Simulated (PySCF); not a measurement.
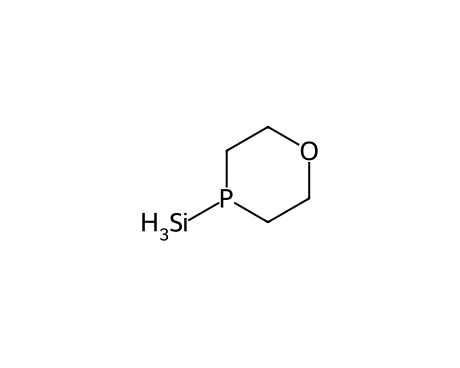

The geometry was computed by an optimisation with GFN2-xTB. No frequency run is at hand to confirm it as a minimum. Method: PBE0/pcSseg-1, gas phase (PySCF 2.14.0).

What does the calculation give?

The species is C4H11OPSi (`[SiH3]P1CCOCC1`).
- dipole moment: 0.37 D
- HOMO energy (Kohn–Sham orbital): −6.76 eV
- LUMO energy (Kohn–Sham orbital): 0.34 eV
- HOMO–LUMO gap: 7.11 eV

The geometry is semi-empirical. Around P, Si such bond lengths and angles can be off by a tenth of an ångström or more and by several degrees, and values that hang on the shape move with them.
